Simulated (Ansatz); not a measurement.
Species, as SMILES: Cl[Se]Cl.
Atoms: Se1, Cl2, Cl3. Bonds: Se1-Cl2, Se1-Cl3.

Basis-set convergence of the optimised Se1-Cl2 bond length at HF with Ansatz (a program for electronic structure). Cartesian d functions, on some or all atoms, in 6-311G**; all else is spherical. The program fits the integrals of some runs and decomposes those of others, by size. No added dispersion term, no relativity. Reference: the value in pcseg-3, 2.1395 Å, itself unsure by roughly 0.0004 Å (its mean distance from def2-QZVPP, cc-pV(Q+d)Z). Deviations are taken from unrounded values. Cost is core time over that of pcseg-1, rough, on shared machines of one kind. It counts the whole optimisation.

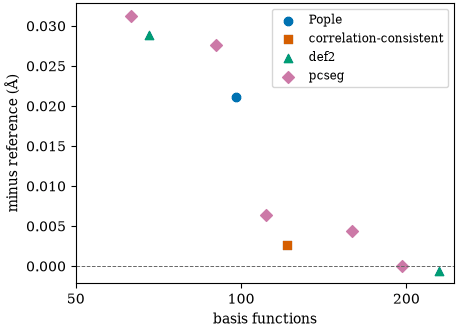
Figure. Deviation from the reference against the number of basis functions, by family of sets.

```json
[
 {"basis": "pcseg-1", "functions": "63", "optimised Se1-Cl2 bond length (Å)": "2.1707", "minus reference (Å)": "0.0312", "cost": "1×"},
 {"basis": "def2-SVP", "functions": "68", "optimised Se1-Cl2 bond length (Å)": "2.1684", "minus reference (Å)": "0.0289", "cost": "0.8×"},
 {"basis": "aug-pcseg-1", "functions": "90", "optimised Se1-Cl2 bond length (Å)": "2.1670", "minus reference (Å)": "0.0276", "cost": "2×"},
 {"basis": "6-311G**", "functions": "98", "optimised Se1-Cl2 bond length (Å)": "2.1605", "minus reference (Å)": "0.0211", "cost": "1×"},
 {"basis": "pcseg-2", "functions": "111", "optimised Se1-Cl2 bond length (Å)": "2.1459", "minus reference (Å)": "0.0064", "cost": "2×"},
 {"basis": "cc-pV(T+d)Z", "functions": "121", "optimised Se1-Cl2 bond length (Å)": "2.1421", "minus reference (Å)": "0.0026", "cost": "2×"},
 {"basis": "aug-pcseg-2", "functions": "159", "optimised Se1-Cl2 bond length (Å)": "2.1438", "minus reference (Å)": "0.0044", "cost": "4×"},
 {"basis": "pcseg-3", "functions": "196", "optimised Se1-Cl2 bond length (Å)": "2.1395", "minus reference (Å)": "0.0000", "cost": "6×"},
 {"basis": "def2-QZVPP", "functions": "229", "optimised Se1-Cl2 bond length (Å)": "2.1389", "minus reference (Å)": "-0.0006", "cost": "10×"}
]
```
